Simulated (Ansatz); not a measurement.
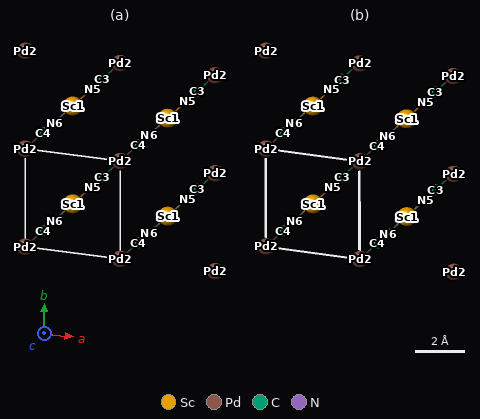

The structure of a crystal of ScPdC2N2 (a generated structure, set up in P-1) before (left) and after (right) a relaxation, at one scale.

Style: ball-and-stick. Shown: the cell of the calculation, repeated 2 × 2 × 1 with one cell outlined, along the c axis.

Theory: DFT PBE, scalar-relativistic, plane waves, PAW (Ansatz). Settings: plane-wave cutoff 420 eV; k-point mesh 10 × 10 × 8; occupations gaussian; smearing width 0.1 eV; no spin polarisation; cell and atoms relaxed; force threshold 0.01 eV/Å; at most 80 steps.

Q: Summarise the run.

A: The energy falls by 0.6 meV per atom in 5 accepted moves (7 points after the start). The largest force component goes from 0.03 to 0.00031 eV/Å. The pressure goes from −0.11 to 0.00 GPa. At 2 points the geometry stayed and the basis and grid were re-selected for the new cell (energy shift of 0.1 meV per atom at most each time). The largest moves relative to the cell, 0.010 Å, are those of C3 and C4. C3 goes roughly along [1 1 0]. Largest moves by element: C 0.010 Å, N 0.006 Å. Sc and Pd stay in place. The volume changes by −0.5 %, with a 4.185 → 4.156 Å (−0.7 %), b 4.328 → 4.334 Å (+0.1 %), c 5.959 → 6.035 Å (+1.3 %), α 69.4° → 69.0°, β 71.1° → 69.9°. Near-neighbour distances that change, for instance: Sc1–Pd2 3.011 → 3.002 Å. Within 0.06 Å the space group is P-1 at the start and Immm at the end; at a tighter tolerance small leftover displacements or strains of the cell lower it.
